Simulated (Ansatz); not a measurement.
A relaxed structure of C. Space group Fd-3m (No. 227), diamond type. These are PBEsol (plane waves to 420 eV, PAW, scalar-relativistic; Ansatz, a first-principles code) values and carry that method's errors.

```cif
data_C8
_chemical_formula_sum 'C8'
_space_group_name_H-M_alt 'Fd-3m :1'
_space_group_IT_number 227
_space_group_name_Hall 'F 4d 2 3 -1d'
_cell_length_a 3.55364
_cell_length_b 3.55364
_cell_length_c 3.55364
_cell_angle_alpha 90.000
_cell_angle_beta 90.000
_cell_angle_gamma 90.000
loop_
_atom_site_label
_atom_site_type_symbol
_atom_site_symmetry_multiplicity
_atom_site_Wyckoff_symbol
_atom_site_fract_x
_atom_site_fract_y
_atom_site_fract_z
_atom_site_occupancy
C1 C 8 a 0.00000 0.00000 0.00000 1
```
(The calculation used a cell of 2 atoms; values per cell refer to that cell.)

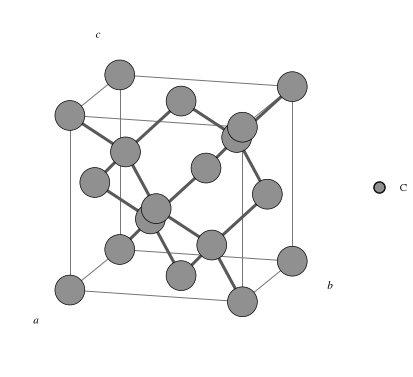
Figure: The conventional cell of the relaxed structure

For C, the volume per atom is 5.61 Å³ and the density comes out as 3.56 g/cm³. The band gap is 4.04 eV, indirect (valence top at Γ, conduction bottom at 75 % of the way from Γ to X) (no spin-orbit coupling). The smallest direct gap comes out as 5.57 eV at Γ. The shortest distances is C–C 1.54 Å and the k-mesh comes out as 16×16×16.

No spin polarisation in the result.

Measured for C: a 3.553 Å (static lattice; corrected from measurement; as listed in Daniel Mejia-Rodriguez, S. B. Trickey, Phys. Rev. B (2018)); gap 5.85 eV (static lattice; corrected from measurement; as listed in Wei Chen et al., Physical Review Materials (2018)). Computed minus measured — a: PBEsol 0.0 %; gap: PBEsol -1.81 eV. The computed values are for a static lattice, and a measured gap can be an optical one, lowered by exciton binding.

The run could not lose the symmetry of its start; a randomly shaken copy of 4 atoms returns to this structure.
